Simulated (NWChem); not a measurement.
# BH2SF (SMILES FBS): PBE/def2-SVP

Aim: the vertical ionisation energy of BH2SF at PBE/def2-SVP, from 2 runs. 

Program for the calculation: NWChem 7.3.0.

### Step 1. The structure to begin with

The species is BH2SF (5 atoms), meant as a singlet with charge 0. SMILES: `FBS`. The coordinates come from a PBE0-D4/def2-TZVP relaxation. This is one conformer, not always the lowest.

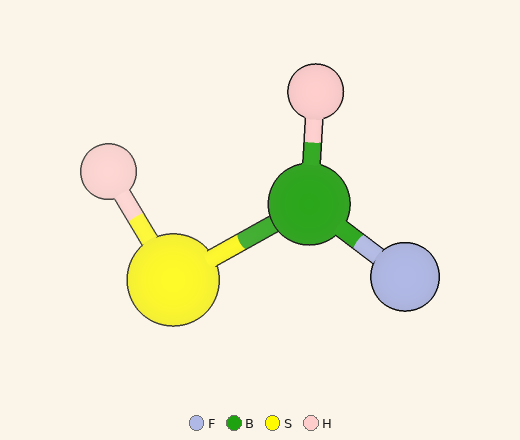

Viewed from a chosen angle; fluorine light blue, boron green, sulfur yellow, hydrogen pink.

### Step 2. A single-point energy at PBE/def2-SVP

geom.nw

```
START geom
TITLE "BFH2S"
memory 2200 mb

GEOMETRY units angstroms noautosym nocenter noautoz
  F    -1.119100   -0.905900   -1.069200
  B    -0.412800   -0.339100   -0.106100
  S     0.972400    0.698600   -0.579400
  H    -0.712000   -0.530900    1.033700
  H     1.321400    1.003700    0.679600
END

BASIS spherical bse
  * library def2-SVP
END

DFT
  xc xpbe96 cpbe96
  mult 1
  grid fine
  convergence energy 1e-08
  iterations 100
  mulliken
  print low
END

TASK dft
```

Started as:

```
$ nwchem geom.nw > geom.out
```

The log of the run:

```text
[...]
 d= 0,ls=0.0,diis     1   -523.5605016651 -6.10D+02  2.58D-02  5.49D-01     0.5
[...]
 d= 0,ls=0.0,diis    10   -523.6304338982 -9.76D-09  7.60D-07  2.08D-09     4.0
         Total DFT energy =     -523.630433898217
      One electron energy =     -895.407280604710
           Coulomb energy =      325.777777476720
    Exchange-Corr. energy =      -40.636563957953
 Nuclear repulsion energy =       86.635633187726
[...]
      Total Density - Mulliken Population Analysis
     ---------------------------------------------
    Atom       Charge   Shell Charges
 -----------   ------   -------------------------------------------------------
    1 F    9     9.05   1.99  1.14  0.71  3.36  1.84  0.01
    2 B    5     4.95   1.98  0.81  0.14  1.54  0.33  0.14
    3 S   16    16.05   2.00  1.98  1.26  0.57  5.92  1.85  2.41  0.05
    4 H    1     1.04   0.74  0.28  0.01
    5 H    1     0.91   0.71  0.16  0.03
[...]
```

It took 4.8 s on 1 thread of Intel Xeon Platinum 8488C (Sapphire Rapids), shared host; peak memory 0.11 GiB.

### Step 3. The doublet cation, same level

input.nw

```
start input
memory total 2200 mb
charge 1
geometry units angstroms noautosym nocenter noautoz
   F    -1.119100   -0.905900   -1.069200
   B    -0.412800   -0.339100   -0.106100
   S     0.972400    0.698600   -0.579400
   H    -0.712000   -0.530900    1.033700
   H     1.321400    1.003700    0.679600
end
basis spherical bse
   * library def2-SVP
end
dft
   xc xpbe96 cpbe96
   mult 2
   grid fine
   convergence energy 1e-08
   maxiter 100
   mulliken
   print low
end
task dft energy
```

Started as:

```
$ nwchem input.nw > input.out
```

The log of the run:

```text
[...]
 d= 0,ls=0.0,diis     1   -522.9773195521 -6.10D+02  2.84D-02  5.72D-01     0.7
[...]
 d= 0,ls=0.5,diis    24   -523.2326036147 -7.15D-09  1.73D-07  7.50D-09    14.8
[...]
         Total DFT energy =     -523.232603619710
      One electron energy =     -885.840128627676
           Coulomb energy =      316.287668515271
    Exchange-Corr. energy =      -40.315776695031
 Nuclear repulsion energy =       86.635633187726
[...]
      Total Density - Mulliken Population Analysis
     ---------------------------------------------
    Atom       Charge   Shell Charges
 -----------   ------   -------------------------------------------------------
    1 F    9     8.93   1.99  1.16  0.71  3.33  1.74  0.01
    2 B    5     4.88   1.99  0.87  0.14  1.53  0.22  0.14
    3 S   16    15.49   2.00  1.98  1.38  0.48  5.92  1.80  1.87  0.05
    4 H    1     0.91   0.72  0.18  0.02
    5 H    1     0.79   0.69  0.07  0.03
[...]
      <S2> =      0.7530 (Exact =     0.7500)
[...]
```

Run time: 16 s. Hardware: 1 thread of Intel Xeon Platinum 8488C (Sapphire Rapids), shared host; peak memory 0.11 GiB.

### Step 4. Results

At PBE/def2-SVP:

```
                                          quantity          value
                       singlet BH2SF: total energy  -523.63043 Eh
                      doublet cation: total energy  -523.23260 Eh
                              doublet cation: ⟨S²⟩          0.753
vertical ionisation energy (to the doublet cation)      10.826 eV
```

**Reading.** The vertical ionisation energy comes to 10.83 eV (250 kcal/mol). Mulliken charges (singlet BH2SF) run from -0.05 on F1 to +0.09 on H5.
